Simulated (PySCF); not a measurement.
CH3O: geometry relaxation (part 2 of 3)

The same run, continued: CH3O, multiplicity 2; B3LYP/def2-TZVPD, UKS, dispersion D3(BJ) (PySCF 2.14.0). The geometry: force field.

Geometry of the input (Å):
```
C  0.0376  -0.0063  -0.0042
O  1.3364  -0.2233  -0.1475
H  -0.3836  -0.1116  1.0101
H  -0.3415  0.9924  -0.2800
H  -0.6490  -0.6512  -0.5785
```

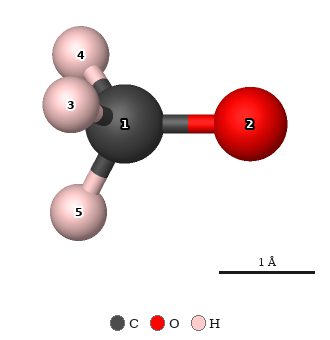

**Figure 1.** The input geometry (ball-and-stick view, seen on its broad side; atoms are numbered from 1 in the order of the input).

### What the program printed, continued
```
******** <class 'pyscf.grad.rhf.Gradients_Scanner'> for <class 'pyscf.scf.hf.UKS_Scanner'> ********
unit = Eh/Bohr
grid_response = False
Calc dispersion correction with DFTD3.
Parameters: xc=b3lyp, version=d3bj, atm=False
--------------- UKS_Scanner gradients ---------------
         x                y                z
0 C     0.0236299660     0.0007759859    -0.0041580996
1 O    -0.0116251148     0.0002596518     0.0016409450
2 H    -0.0037575167     0.0018332193     0.0033885835
3 H    -0.0040276085    -0.0028286074     0.0016087719
4 H    -0.0042173248    -0.0000384830    -0.0024801739
----------------------------------------------
cycle 2: E = -115.10684704  dE = -0.00626988  norm(grad) = 0.0281759
Step    1 : Displace = 6.065e-02/6.680e-02 (rms/max) Trust = 1.000e-01 (=) Grad = 1.260e-02/2.401e-02 (rms/max) E (change) = -115.1068470405 (-6.270e-03) Quality = 1.161
Hessian Eigenvalues: 5.00000e-02 5.00000e-02 5.00000e-02 ... 3.33237e-01 3.47024e-01 5.97138e-01

Geometry optimization cycle 3
Cartesian coordinates (Angstrom)
 Atom        New coordinates             dX        dY        dZ
   C  -0.035957  -0.035990   0.020941   -0.022377  0.000994  0.002798
   O   1.293565  -0.178623  -0.156798   -0.008658  0.008890 -0.000233
   H  -0.353413  -0.106611   1.073304    0.006388 -0.011333  0.003004
   H  -0.266774   1.004579  -0.299697    0.020737  0.012942 -0.007889
   H  -0.637592  -0.683362  -0.637862    0.003757 -0.011598  0.002310
New geometry
   1 C     -0.035957022625  -0.035989878798   0.020941151559 AA   -0.067948925016  -0.068011014185   0.039573041179 Bohr
   2 O      1.293565373848  -0.178623399011  -0.156798264929 AA    2.444484280794  -0.337549303569  -0.296305777523 Bohr
   3 H     -0.353412780386  -0.106610560348   1.073303652645 AA   -0.667853363851  -0.201464761044   2.028249951994 Bohr
   4 H     -0.266774030739   1.004578816831  -0.299697314187 AA   -0.504129855243   1.898378834350  -0.566345844081 Bohr
   5 H     -0.637591848954  -0.683362353925  -0.637862196719 AA   -1.204873973778  -1.291367692757  -1.205384857013 Bohr

******** <class 'pyscf.scf.hf.UKS_Scanner'> ********
method = UKS_Scanner
initial guess = minao
damping factor = 0
level_shift factor = 0
DIIS = <class 'pyscf.scf.diis.CDIIS'>
diis_start_cycle = 1
diis_space = 8
diis_damp = 0
SCF conv_tol = 1e-09
SCF conv_tol_grad = None
SCF max_cycles = 50
direct_scf = True
direct_scf_tol = 1e-13
number electrons alpha = 9  beta = 8
XC library pyscf.dft.libxc version 7.0.0
    S. Lehtola, C. Steigemann, M. J.T. Oliveira, and M. A.L. Marques.,  SoftwareX 7, 1–5 (2018)
XC functionals = b3lyp
    P. J. Stephens, F. J. Devlin, C. F. Chabalowski, and M. J. Frisch.,  J. Phys. Chem. 98, 11623 (1994)
radial grids:
    Treutler-Ahlrichs [JCP 102, 346 (1995); DOI:10.1063/1.469408] (M4) radial grids

becke partition: Becke, JCP 88, 2547 (1988); DOI:10.1063/1.454033
pruning grids: <function nwchem_prune>
grids dens level: 4
symmetrized grids: False
atomic radii adjust function: <function treutler_atomic_radii_adjust>
small_rho_cutoff = 0
Set gradient conv threshold to 3.16228e-05
tot grids = 103992
Calc dispersion correction with DFTD3.
Parameters: xc=b3lyp, version=d3bj, atm=False
init E= -115.106667825389
  alpha nocc = 9  HOMO = -0.296285568584377  LUMO = 0.00589427057354186
  beta  nocc = 8  HOMO = -0.276676062480746  LUMO = -0.151004485623766
  HOMO = -0.276676062481  LUMO = -0.151004485624  gap/eV = 3.41970
cycle= 1 E= -115.107500424946  delta_E= -0.000833  |g|= 0.00752  |ddm|= 0.0537
  alpha nocc = 9  HOMO = -0.295415680744537  LUMO = 0.00405167879797119
  beta  nocc = 8  HOMO = -0.275633333896327  LUMO = -0.149022734474897
  HOMO = -0.275633333896  LUMO = -0.149022734475  gap/eV = 3.44525
cycle= 2 E= -115.107495876322  delta_E= 4.55e-06  |g|= 0.0107  |ddm|= 0.0188
  alpha nocc = 9  HOMO = -0.297403459925647  LUMO = 0.00423196199911047
  beta  nocc = 8  HOMO = -0.277678904061347  LUMO = -0.151037321460443
  HOMO = -0.277678904061  LUMO = -0.15103732146  gap/eV = 3.44609
cycle= 3 E= -115.107540061247  delta_E= -4.42e-05  |g|= 0.00158  |ddm|= 0.00648
  alpha nocc = 9  HOMO = -0.297242669181571  LUMO = 0.00428382877943179
  beta  nocc = 8  HOMO = -0.277518083146322  LUMO = -0.150845146916314
  HOMO = -0.277518083146  LUMO = -0.150845146916  gap/eV = 3.44695
cycle= 4 E= -115.107541485252  delta_E= -1.42e-06  |g|= 0.00056  |ddm|= 0.00168
  alpha nocc = 9  HOMO = -0.297234468516578  LUMO = 0.00432921024619759
  beta  nocc = 8  HOMO = -0.277503416892952  LUMO = -0.150733797046939
  HOMO = -0.277503416893  LUMO = -0.150733797047  gap/eV = 3.44958
cycle= 5 E= -115.107541934583  delta_E= -4.49e-07  |g|= 0.000305  |ddm|= 0.0011
  alpha nocc = 9  HOMO = -0.297289072357628  LUMO = 0.00431092839901481
  beta  nocc = 8  HOMO = -0.277554474387344  LUMO = -0.150775676784498
  HOMO = -0.277554474387  LUMO = -0.150775676784  gap/eV = 3.44983
cycle= 6 E= -115.107542024568  delta_E= -9e-08  |g|= 0.000116  |ddm|= 0.000378
  alpha nocc = 9  HOMO = -0.297275126576992  LUMO = 0.00431044097289757
  beta  nocc = 8  HOMO = -0.277539783632015  LUMO = -0.150768589293854
  HOMO = -0.277539783632  LUMO = -0.150768589294  gap/eV = 3.44962
cycle= 7 E= -115.107542072278  delta_E= -4.77e-08  |g|= 8.82e-05  |ddm|= 0.000332
  alpha nocc = 9  HOMO = -0.297277331099007  LUMO = 0.0043099791003165
  beta  nocc = 8  HOMO = -0.277541836164758  LUMO = -0.150773450132011
  HOMO = -0.277541836165  LUMO = -0.150773450132  gap/eV = 3.44954
cycle= 8 E= -115.107542121389  delta_E= -4.91e-08  |g|= 7.9e-05  |ddm|= 0.00038
  alpha nocc = 9  HOMO = -0.297274376658919  LUMO = 0.00431053993239416
  beta  nocc = 8  HOMO = -0.277539673575106  LUMO = -0.150773605404499
  HOMO = -0.277539673575  LUMO = -0.150773605404  gap/eV = 3.44948
cycle= 9 E= -115.107542201402  delta_E= -8e-08  |g|= 7e-05  |ddm|= 0.000682
  alpha nocc = 9  HOMO = -0.29727272616579  LUMO = 0.00430956588563447
  beta  nocc = 8  HOMO = -0.277541127456427  LUMO = -0.150771377917376
  HOMO = -0.277541127456  LUMO = -0.150771377917  gap/eV = 3.44958
cycle= 10 E= -115.107542413378  delta_E= -2.12e-07  |g|= 4.05e-05  |ddm|= 0.00252
  alpha nocc = 9  HOMO = -0.29727371948762  LUMO = 0.00431039616563567
  beta  nocc = 8  HOMO = -0.277544823089293  LUMO = -0.150770921982225
  HOMO = -0.277544823089  LUMO = -0.150770921982  gap/eV = 3.44969
cycle= 11 E= -115.107542494359  delta_E= -8.1e-08  |g|= 9.76e-06  |ddm|= 0.00251
  alpha nocc = 9  HOMO = -0.297274190110951  LUMO = 0.00431040778435943
  beta  nocc = 8  HOMO = -0.27754132626103  LUMO = -0.150771887203593
  HOMO = -0.277541326261  LUMO = -0.150771887204  gap/eV = 3.44957
cycle= 12 E= -115.107542495322  delta_E= -9.62e-10  |g|= 2.82e-06  |ddm|= 0.000234
  alpha nocc = 9  HOMO = -0.297275048542879  LUMO = 0.00431033179527063
  beta  nocc = 8  HOMO = -0.277541238705659  LUMO = -0.150773023860857
  HOMO = -0.277541238706  LUMO = -0.150773023861  gap/eV = 3.44954
Extra cycle  E= -115.107542495333  delta_E= -1.1e-11  |g|= 1.75e-06  |ddm|= 5.55e-06
converged SCF energy = -115.107542495333  <S^2> = 0.75398821  2S+1 = 2.0039842

******** <class 'pyscf.grad.rhf.Gradients_Scanner'> for <class 'pyscf.scf.hf.UKS_Scanner'> ********
unit = Eh/Bohr
grid_response = False
Calc dispersion correction with DFTD3.
Parameters: xc=b3lyp, version=d3bj, atm=False
--------------- UKS_Scanner gradients ---------------
         x                y                z
0 C     0.0085232331    -0.0024701466    -0.0000063907
1 O    -0.0077129330     0.0009603662     0.0008674456
2 H     0.0000191114     0.0005164537     0.0012511200
3 H    -0.0003928649     0.0012420183    -0.0006042409
4 H    -0.0004346977    -0.0002464812    -0.0015082589
----------------------------------------------
cycle 3: E = -115.107542495  dE = -0.000695455  norm(grad) = 0.0120967
Step    2 : Displace = 1.820e-02/2.559e-02 (rms/max) Trust = 1.414e-01 (+) Grad = 5.410e-03/8.874e-03 (rms/max) E (change) = -115.1075424953 (-6.955e-04) Quality = 1.188
Hessian Eigenvalues: 4.99999e-02 5.00000e-02 5.00000e-02 ... 3.33254e-01 3.41026e-01 5.19442e-01

Geometry optimization cycle 4
Cartesian coordinates (Angstrom)
 Atom        New coordinates             dX        dY        dZ
   C  -0.041254  -0.033772   0.020160   -0.005297  0.002218 -0.000781
   O   1.298166  -0.178158  -0.157234    0.004600  0.000465 -0.000435
   H  -0.354717  -0.109509   1.070404   -0.001304 -0.002898 -0.002900
   H  -0.263995   1.006457  -0.299795    0.002779  0.001879 -0.000098
   H  -0.638504  -0.685176  -0.633631   -0.000912 -0.001814  0.004231
New geometry
   1 C     -0.041254462254  -0.033771700372   0.020160135442 AA   -0.077959635076  -0.063819264465   0.038097134620 Bohr
   2 O      1.298165789004  -0.178158267042  -0.157233686327 AA    2.453177805497  -0.336670331536  -0.297128604713 Bohr
   3 H     -0.354716573105  -0.109508923690   1.070403698219 AA   -0.670317175012  -0.206941873969   2.022769832355 Bohr
   4 H     -0.263995453827   1.006457475778  -0.299795230235 AA   -0.498879105864   1.901928985241  -0.566530878595 Bohr
   5 H     -0.638504127305  -0.685176119084  -0.633630777472 AA   -1.206597930011  -1.294795212162  -1.197388633517 Bohr

******** <class 'pyscf.scf.hf.UKS_Scanner'> ********
method = UKS_Scanner
initial guess = minao
damping factor = 0
level_shift factor = 0
DIIS = <class 'pyscf.scf.diis.CDIIS'>
diis_start_cycle = 1
diis_space = 8
diis_damp = 0
SCF conv_tol = 1e-09
SCF conv_tol_grad = None
SCF max_cycles = 50
direct_scf = True
direct_scf_tol = 1e-13
number electrons alpha = 9  beta = 8
XC library pyscf.dft.libxc version 7.0.0
    S. Lehtola, C. Steigemann, M. J.T. Oliveira, and M. A.L. Marques.,  SoftwareX 7, 1–5 (2018)
XC functionals = b3lyp
    P. J. Stephens, F. J. Devlin, C. F. Chabalowski, and M. J. Frisch.,  J. Phys. Chem. 98, 11623 (1994)
radial grids:
    Treutler-Ahlrichs [JCP 102, 346 (1995); DOI:10.1063/1.469408] (M4) radial grids

becke partition: Becke, JCP 88, 2547 (1988); DOI:10.1063/1.454033
pruning grids: <function nwchem_prune>
grids dens level: 4
symmetrized grids: False
atomic radii adjust function: <function treutler_atomic_radii_adjust>
small_rho_cutoff = 0
Set gradient conv threshold to 3.16228e-05
tot grids = 103992
Calc dispersion correction with DFTD3.
Parameters: xc=b3lyp, version=d3bj, atm=False
init E= -115.104989995162
  alpha nocc = 9  HOMO = -0.297245512880924  LUMO = 0.00519922455368871
  beta  nocc = 8  HOMO = -0.277383273866928  LUMO = -0.15038684900809
  HOMO = -0.277383273867  LUMO = -0.150386849008  gap/eV = 3.45575
cycle= 1 E= -115.107646162079  delta_E= -0.00266  |g|= 0.00378  |ddm|= 0.0137
  alpha nocc = 9  HOMO = -0.297521599653226  LUMO = 0.00443102688636188
  beta  nocc = 8  HOMO = -0.277612658860527  LUMO = -0.150268150274702
  HOMO = -0.277612658861  LUMO = -0.150268150275  gap/eV = 3.46522
cycle= 2 E= -115.107651745103  delta_E= -5.58e-06  |g|= 0.00252  |ddm|= 0.00714
  alpha nocc = 9  HOMO = -0.298161183108302  LUMO = 0.00443604333634795
  beta  nocc = 8  HOMO = -0.278254956763149  LUMO = -0.15084566174302
  HOMO = -0.278254956763  LUMO = -0.150845661743  gap/eV = 3.46698
cycle= 3 E= -115.107654315477  delta_E= -2.57e-06  |g|= 0.000825  |ddm|= 0.00259
  alpha nocc = 9  HOMO = -0.297927947202542  LUMO = 0.00446680032572644
  beta  nocc = 8  HOMO = -0.278015343343149  LUMO = -0.150578241306263
  HOMO = -0.278015343343  LUMO = -0.150578241306  gap/eV = 3.46774
cycle= 4 E= -115.107654624329  delta_E= -3.09e-07  |g|= 0.000285  |ddm|= 0.000592
  alpha nocc = 9  HOMO = -0.297981797285335  LUMO = 0.00448535108061421
  beta  nocc = 8  HOMO = -0.278064357058692  LUMO = -0.150584652314652
  HOMO = -0.278064357059  LUMO = -0.150584652315  gap/eV = 3.46890
cycle= 5 E= -115.107654692306  delta_E= -6.8e-08  |g|= 0.000213  |ddm|= 0.000453
  alpha nocc = 9  HOMO = -0.297982939836572  LUMO = 0.00447808138588712
  beta  nocc = 8  HOMO = -0.278061733293459  LUMO = -0.15057097813165
  HOMO = -0.278061733293  LUMO = -0.150570978132  gap/eV = 3.46920
cycle= 6 E= -115.107654731234  delta_E= -3.89e-08  |g|= 6.7e-05  |ddm|= 0.000218
  alpha nocc = 9  HOMO = -0.297985776217612  LUMO = 0.00447710945678281
  beta  nocc = 8  HOMO = -0.278063189832064  LUMO = -0.150573228603108
  HOMO = -0.278063189832  LUMO = -0.150573228603  gap/eV = 3.46918
cycle= 7 E= -115.107654760352  delta_E= -2.91e-08  |g|= 6.21e-05  |ddm|= 0.000287
  alpha nocc = 9  HOMO = -0.297985592351264  LUMO = 0.00447718347822601
  beta  nocc = 8  HOMO = -0.278062495922729  LUMO = -0.150573965425917
  HOMO = -0.278062495923  LUMO = -0.150573965426  gap/eV = 3.46914
cycle= 8 E= -115.107654808872  delta_E= -4.85e-08  |g|= 5.6e-05  |ddm|= 0.000521
  alpha nocc = 9  HOMO = -0.297983460698781  LUMO = 0.00447750062535235
  beta  nocc = 8  HOMO = -0.278061596859576  LUMO = -0.150573644166148
  HOMO = -0.27806159686  LUMO = -0.150573644166  gap/eV = 3.46912
cycle= 9 E= -115.107654938846  delta_E= -1.3e-07  |g|= 3.45e-05  |ddm|= 0.00186
  alpha nocc = 9  HOMO = -0.297984007245329  LUMO = 0.00447715284247963
  beta  nocc = 8  HOMO = -0.278064471910294  LUMO = -0.150572394652212
  HOMO = -0.27806447191  LUMO = -0.150572394652  gap/eV = 3.46924
cycle= 10 E= -115.10765500426  delta_E= -6.54e-08  |g|= 9.45e-06  |ddm|= 0.00212
  alpha nocc = 9  HOMO = -0.297984372969669  LUMO = 0.00447730990929074
  beta  nocc = 8  HOMO = -0.278063390162298  LUMO = -0.150573214139527
  HOMO = -0.278063390162  LUMO = -0.15057321414  gap/eV = 3.46918
cycle= 11 E= -115.107655006822  delta_E= -2.56e-09  |g|= 2.23e-06  |ddm|= 0.000465
  alpha nocc = 9  HOMO = -0.297984879066863  LUMO = 0.00447734460890103
  beta  nocc = 8  HOMO = -0.2780626902906  LUMO = -0.150573529153398
  HOMO = -0.278062690291  LUMO = -0.150573529153  gap/eV = 3.46916
cycle= 12 E= -115.107655006846  delta_E= -2.31e-11  |g|= 6.38e-07  |ddm|= 4.11e-05
  alpha nocc = 9  HOMO = -0.29798484960439  LUMO = 0.00447729474620928
  beta  nocc = 8  HOMO = -0.278062653075295  LUMO = -0.150573455002284
  HOMO = -0.278062653075  LUMO = -0.150573455002  gap/eV = 3.46916
Extra cycle  E= -115.107655006846  delta_E= -9.38e-13  |g|= 5.16e-07  |ddm|= 1.21e-06
converged SCF energy = -115.107655006846  <S^2> = 0.75390262  2S+1 = 2.0038988

******** <class 'pyscf.grad.rhf.Gradients_Scanner'> for <class 'pyscf.scf.hf.UKS_Scanner'> ********
unit = Eh/Bohr
grid_response = False
Calc dispersion correction with DFTD3.
Parameters: xc=b3lyp, version=d3bj, atm=False
--------------- UKS_Scanner gradients ---------------
         x                y                z
0 C     0.0018207491    -0.0018051167     0.0007668514
1 O    -0.0021984492     0.0005651547     0.0001206502
2 H     0.0001715088     0.0001390275    -0.0000469133
3 H     0.0001396143     0.0009444046    -0.0005290683
4 H     0.0000685767     0.0001587612    -0.0003118261
----------------------------------------------
cycle 4: E = -115.107655007  dE = -0.000112512  norm(grad) = 0.0037011
Step    3 : Displace = 4.621e-03/5.773e-03 (rms/max) Trust = 2.000e-01 (+) Grad = 1.655e-03/2.676e-03 (rms/max) E (change) = -115.1076550068 (-1.125e-04) Quality = 1.248
Hessian Eigenvalues: 4.99995e-02 5.00000e-02 5.00000e-02 ... 3.33243e-01 3.49173e-01 4.25462e-01

Geometry optimization cycle 5
Cartesian coordinates (Angstrom)
 Atom        New coordinates             dX        dY        dZ
   C  -0.042171  -0.031592   0.018807   -0.000916  0.002180 -0.001354
   O   1.300786  -0.180075  -0.156812    0.002620 -0.001917  0.000422
   H  -0.355001  -0.109865   1.068908   -0.000284 -0.000356 -0.001495
   H  -0.265480   1.006968  -0.298784   -0.001485  0.000510  0.001011
   H  -0.638594  -0.685763  -0.632193   -0.000090 -0.000587  0.001437
New geometry
   1 C     -0.042170885956  -0.031591918040   0.018806512364 AA   -0.079691424886  -0.059700072845   0.035539157726 Bohr
   2 O      1.300785831663  -0.180075376832  -0.156811703566 AA    2.458128968558  -0.340293143990  -0.296331172867 Bohr
   3 H     -0.355000616248  -0.109864915003   1.068908456361 AA   -0.670853938761  -0.207614600055   2.019944234753 Bohr
   4 H     -0.265480020925   1.006967820935  -0.298783985069 AA   -0.501684531093   1.902893397817  -0.564619902187 Bohr
   5 H     -0.638593813357  -0.685763212436  -0.632193295825 AA   -1.206767412086  -1.295904657805  -1.194672186895 Bohr

******** <class 'pyscf.scf.hf.UKS_Scanner'> ********
method = UKS_Scanner
initial guess = minao
damping factor = 0
level_shift factor = 0
DIIS = <class 'pyscf.scf.diis.CDIIS'>
diis_start_cycle = 1
diis_space = 8
diis_damp = 0
SCF conv_tol = 1e-09
SCF conv_tol_grad = None
SCF max_cycles = 50
direct_scf = True
direct_scf_tol = 1e-13
number electrons alpha = 9  beta = 8
XC library pyscf.dft.libxc version 7.0.0
    S. Lehtola, C. Steigemann, M. J.T. Oliveira, and M. A.L. Marques.,  SoftwareX 7, 1–5 (2018)
XC functionals = b3lyp
    P. J. Stephens, F. J. Devlin, C. F. Chabalowski, and M. J. Frisch.,  J. Phys. Chem. 98, 11623 (1994)
radial grids:
    Treutler-Ahlrichs [JCP 102, 346 (1995); DOI:10.1063/1.469408] (M4) radial grids
```
